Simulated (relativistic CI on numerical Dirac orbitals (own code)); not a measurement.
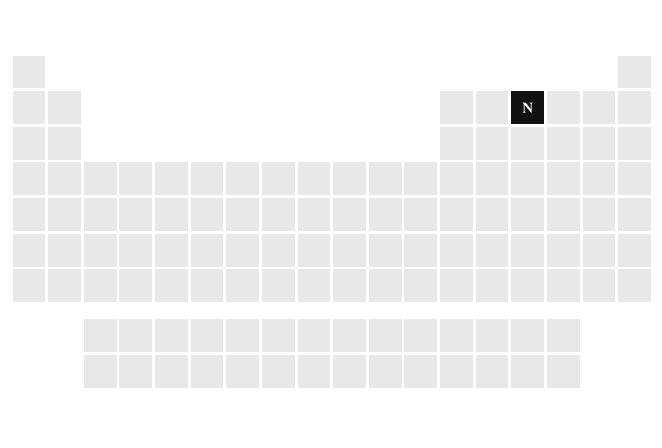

Figure 1. The place of nitrogen in the periodic table.

**Relativistic CI calculation for N**

- system: N.
- method: Dirac-Coulomb-Breit CI, KLI orbitals optimised for each configuration, model QED (radiative potential, 1s self-energy scaled to tabulated hydrogen-like ionisation energies), numerical settings as typed (relativistic CI on numerical Dirac orbitals, in-house)

Input file:
```
atom N  Z=7  charge=2  electrons=5
nucleus A=14  rms_radius_fm=2.5582
hamiltonian dirac-coulomb  breit=on  qed=on  c_scale=1
orbitals kli  potential=per-configuration
slater_scale 1
correlation none
mixing on
grid step=0.0125 r_max=102.8
scf mixing=0.4 start=green max_iterations=52 tolerance=2e-08 node_fill=0.05
configurations
  [He] 2s2 2p3
  [He] 2s 2p4
  [He] 2s2 2p2 3s
  [He] 2p5
  [He] 2s2 2p2 3p
end
```

Launched within a batch (the task file carries these settings):
```bash
python <driver script> task.json out
```

The program writes its results to a structured record and prints no log; tables and figures of this report are taken from that record.

Outcome:

```
quantity                      value
 outcome     refused by the program
hardware  1 CPU thread, shared host
```

Diagnosis:

The input is odd on purpose: charge. The program refused the input; the driver noted: configuration [He] 2s2 2p3 has 7 electrons, the ion has 5.
